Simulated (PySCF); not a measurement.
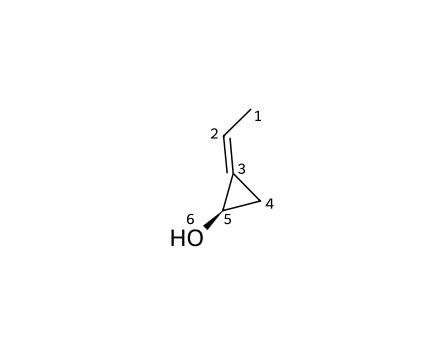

Skeletal drawing with numbered atoms; wedges and dashes mark any stereocentres. The configuration is that of a computed structure (PBE0-D3(BJ)/def2-SVP).

Q: Give the R/S and E/Z labels.

A: C5: R; C2=C3: E.

Q: Write the isomeric SMILES.

A: C/C=C1\C[C@H]1O
